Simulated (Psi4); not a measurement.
# BNH3F (SMILES NBF) at revSCAN/heavy-aug-cc-pVDZ (density fitting, IEF-PCM dimethylsulfoxide)

Aim: the energy change on altering one bond length of BNH3F at revSCAN/heavy-aug-cc-pVDZ (density fitting, IEF-PCM dimethylsulfoxide), from 2 runs. 

The calculation is run with Psi4 1.11.

2 further runs of the same task are left out: 2 set aside as unsound or not needed.

### Step 1. Starting point

BNH3F has 6 atoms, charge 0, and is taken as a singlet. SMILES: `NBF`. The coordinates come from a PBE0-D4/def2-TZVP relaxation.

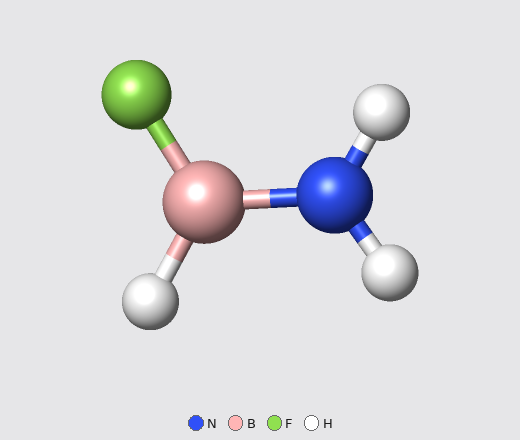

The structure, seen from a chosen angle (nitrogen blue, boron pink, fluorine green, hydrogen white).

### Step 2. The energy at revSCAN/heavy-aug-cc-pVDZ (density fitting, IEF-PCM dimethylsulfoxide)

The input, input.in:

```
memory 1600 MB

molecule mol {
  N     -0.426400     0.101100    -0.582100
  B      0.415700    -0.151700     0.493800
  F      0.446700     0.710400     1.515900
  H     -0.487800    -0.513300    -1.373400
  H     -1.022000     0.910700    -0.632200
  H      1.115700    -1.121200     0.531800
  units angstrom
  symmetry c1
  no_reorient
  no_com
}

set {
  basis    heavy-aug-cc-pVDZ
  scf_type df
  pcm      true
}

pcm = {
  Units = Angstrom
  Medium {
    SolverType = IEFPCM
    Solvent = DMSO
  }
  Cavity {
    Type = GePol
    RadiiSet = UFF
    Scaling = False
    Area = 0.4
    Mode = Implicit
  }
}

energy_value = energy("revscan")
```

Started as:

```sh
$ psi4 input.in input.out -n 1
```

input.out:

```text
[...]
  Running in c1 symmetry.
[...]
  Nuclear repulsion =   65.180622369518204
[...]
  Multiplicity = 1
[...]
  Nalpha       = 12
  Nbeta        = 12
[...]
    Number of basis functions: 84
[...]
   @DF-RKS iter   1:  -180.99534152537672   -3.20323e-01   1.00299e-02 ADIIS/DIIS
[...]
   @DF-RKS iter   8:  -181.29832883836198   -7.48585e-08   7.21736e-07 DIIS
[...]
    Orbital Energies [Eh]
    ---------------------
    Doubly Occupied:
       1A    -24.515233     2A    -14.154442     3A     -6.683066
       4A     -1.180618     5A     -0.847159     6A     -0.522002
       7A     -0.486396     8A     -0.454827     9A     -0.413311
      10A     -0.400939    11A     -0.313437    12A     -0.270540
[...]
  @DF-RKS Final Energy:  -181.29832883836198
   => Energetics <=
    Nuclear Repulsion Energy =             65.1806223695182041
    One-Electron Energy =                -377.9837135037261078
    Two-Electron Energy =                 154.0570943734888374
    DFT Exchange-Correlation Energy =     -22.5460000005087906
    Empirical Dispersion Energy =           0.0000000000000000
    VV10 Nonlocal Energy =                  0.0000000000000000
    PCM Polarization Energy =              -0.0063320771341477
    Total Energy =                       -181.2983288383619822
[...]
 Multipole Moments:
 ------------------------------------------------------------------------------------
     Multipole            Electronic (a.u.)      Nuclear  (a.u.)        Total (a.u.)
 ------------------------------------------------------------------------------------
 L = 1.  Multiply by 2.5417464519 to convert [e a0] to [Debye]
 Dipole X            :         -5.6778732            5.1398661           -0.5380071
 Dipole Y            :        -10.7273637           10.6183711           -0.1089926
 Dipole Z            :        -20.9544718           19.9623109           -0.9921609
 Magnitude           :                                                    1.1338934
[...]
```

It took 13 s on 1 thread of Intel Xeon Platinum 8259CL at 2.50GHz (Skylake/Cascade Lake), shared host; peak memory 1 GiB.

### Step 3. The distorted shape

The input, calc.inp:

```
memory 1.6 GB

molecule m {
  0 1
  N     -0.432600    -0.071332    -0.786534
  B      0.409500    -0.324132     0.289366
  F      0.446700     0.710400     1.515900
  H     -0.494000    -0.685732    -1.577834
  H     -1.028200     0.738268    -0.836634
  H      1.109500    -1.293632     0.327366
  units angstrom
  symmetry c1
  no_reorient
  no_com
}

set basis heavy-aug-cc-pVDZ
set scf_type df
set pcm true

pcm = {
  Units = Angstrom
  Medium {
    SolverType = IEFPCM
    Solvent = DMSO
  }
  Cavity {
    Type = GePol
    RadiiSet = UFF
    Scaling = False
    Area = 0.4
    Mode = Implicit
  }
}

energy('revscan')
```

Started as:

```sh
$ psi4 calc.inp calc.out -n 1
```

calc.out:

```text
[...]
  Running in c1 symmetry.
[...]
  Nuclear repulsion =   60.509903621252313
[...]
  Multiplicity = 1
[...]
  Nalpha       = 12
  Nbeta        = 12
[...]
    Number of basis functions: 84
[...]
   @DF-RKS iter   1:  -180.98975876411853   -4.92405e-01   9.82376e-03 DIIS/ADIIS
[...]
   @DF-RKS iter   8:  -181.27730698734655   -7.78097e-08   7.54551e-07 DIIS
[...]
    Orbital Energies [Eh]
    ---------------------
    Doubly Occupied:
       1A    -24.490207     2A    -14.173115     3A     -6.711528
       4A     -1.107608     5A     -0.861973     6A     -0.511803
       7A     -0.493346     8A     -0.422854     9A     -0.370508
      10A     -0.359725    11A     -0.323294    12A     -0.286770
[...]
  @DF-RKS Final Energy:  -181.27730698734655
   => Energetics <=
    Nuclear Repulsion Energy =             60.5099036212523131
    One-Electron Energy =                -368.9596111602639894
    Two-Electron Energy =                 149.6298227595910362
    DFT Exchange-Correlation Energy =     -22.4452697767795826
    Empirical Dispersion Energy =           0.0000000000000000
    VV10 Nonlocal Energy =                  0.0000000000000000
    PCM Polarization Energy =              -0.0121524311463332
    Total Energy =                       -181.2773069873465488
[...]
 Multipole Moments:
 ------------------------------------------------------------------------------------
     Multipole            Electronic (a.u.)      Nuclear  (a.u.)        Total (a.u.)
 ------------------------------------------------------------------------------------
 L = 1.  Multiply by 2.5417464519 to convert [e a0] to [Debye]
 Dipole X            :         -5.5875965            4.9641216           -0.6234749
 Dipole Y            :         -6.2297045            5.7306323           -0.4990723
 Dipole Z            :        -15.7375683           14.1674468           -1.5701215
 Magnitude           :                                                    1.7615549
[...]
```

Wall time 13 s (1 thread of Intel Xeon Platinum 8259CL at 2.50GHz (Skylake/Cascade Lake), shared host); peak memory 0.99 GiB.

### Step 4. Summary of results

Level: revSCAN/heavy-aug-cc-pVDZ (density fitting, IEF-PCM dimethylsulfoxide).

| quantity | value |
| --- | --- |
| first shape: total energy | -181.29833 Eh |
| first shape: dipole moment | 2.88 D |
| first shape: HOMO energy | -7.36 eV |
| first shape: LUMO energy | 0.26 eV |
| first shape: HOMO–LUMO gap | 7.62 eV |
| first shape: solvent term in the energy | -16.6 kJ/mol |
| distorted shape: total energy | -181.27731 Eh |
| distorted shape: dipole moment | 4.48 D |
| distorted shape: HOMO energy | -7.80 eV |
| distorted shape: LUMO energy | -0.42 eV |
| distorted shape: HOMO–LUMO gap | 7.39 eV |
| distorted shape: solvent term in the energy | -31.9 kJ/mol |
| energy change with the B2–F3 bond stretched from 1.337 to 1.605 Å | 0.572 eV |

What this shows: With the B2–F3 bond stretched from 1.337 to 1.605 Å the energy rises by 0.57 eV (13.2 kcal/mol). The first shape isn't relaxed at this level, so the change isn't measured from a minimum.
